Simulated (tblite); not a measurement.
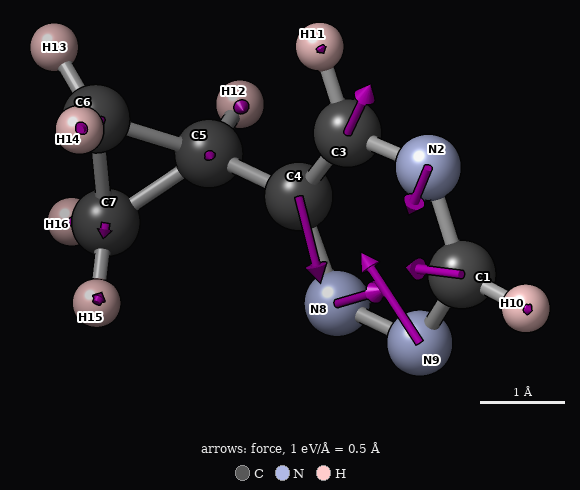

Starting geometry of C$_{6}$H$_{7}$N$_{3}$ with the computed forces as purple arrows. Style: ball-and-stick. Shown at a tilt.

Computed with tblite, GFN2-xTB geometry optimisation, gas phase. 

### Is this structure relaxed? If not, where do the atoms go?

It isn't relaxed: the largest force vector, on N9, is 2.66 eV/Å. The final displacements have little in common with the starting forces (cosine between the two patterns 0.12). The energy falls by 0.440 eV in 98 geometry steps. The largest move after the best rigid fit is that of H11, 1.57 Å. By element the largest moves are H 1.57 Å, N 1.21 Å, C 0.78 Å. Near-neighbour distances that change, for instance: N8–N9 1.366 → 1.300 Å, C4–C5 1.502 → 1.465 Å, C1–N9 1.349 → 1.315 Å, C4–N8 1.363 → 1.331 Å. Bond angles that change, for instance: N2–C3–C4 125.9° → 120.8°, C4–C3–H11 119.1° → 122.2°, C7–C5–H12 115.2° → 117.9°. Groups turn about C4–C5 by about 80°.
